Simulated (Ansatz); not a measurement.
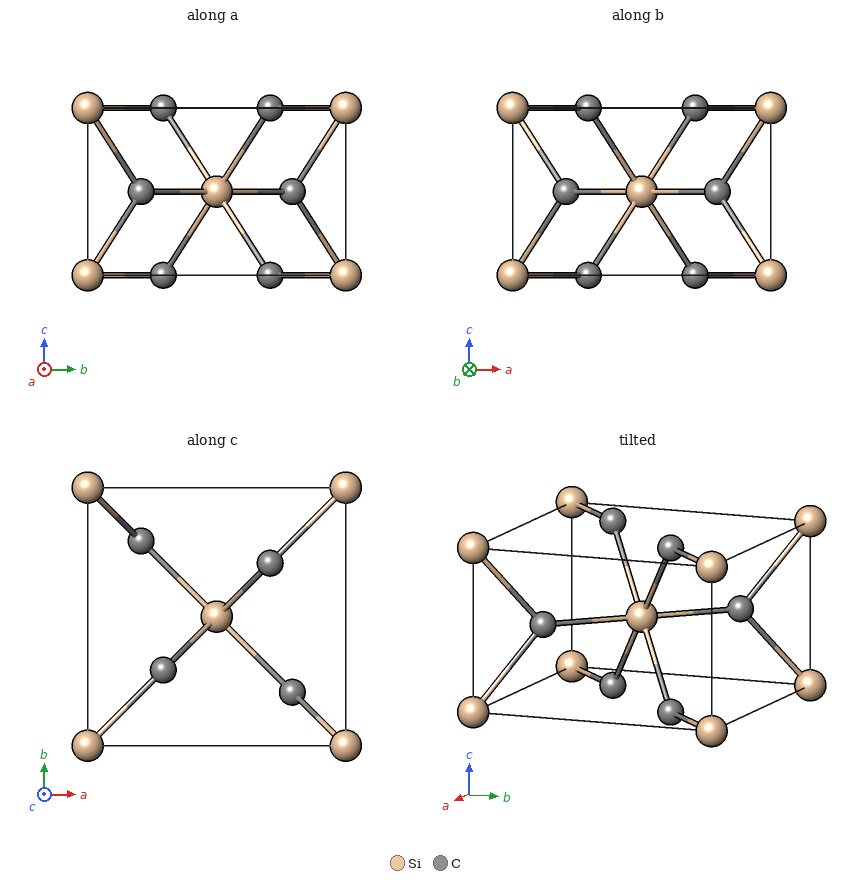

We look at a ball-and-stick model of the crystal along the a axis, along the b axis, along the c axis and slightly off an axis. Atoms at the boundary of the conventional unit cell (the box) are drawn once for each face, edge or corner they touch.

Lattice parameters: a = 4.545 Å, b = 4.545 Å, c = 2.947 Å, α = 90.00°, β = 90.00°, γ = 90.00°. Put a along x and b in the xy plane.

Give the structure in the form of a POSCAR file, with free fractional coordinates to two decimals.

```
Si C
1.0
     4.545    0.000    0.000
     0.000    4.545    0.000
     0.000    0.000    2.947
Si C
2 4
Direct
  0.00 0.00 0.00
  0.50 0.50 0.50
  0.29 0.29 0.00
  0.21 0.79 0.50
  0.71 0.71 0.00
  0.79 0.21 0.50
```

Origin of the cell: a structure type filled with these elements by a generator (whether the compound takes this form wasn't checked). Earlier steps of the study may have refined or changed the cell and positions. Ansatz was used for an electronic-structure calculation on it.
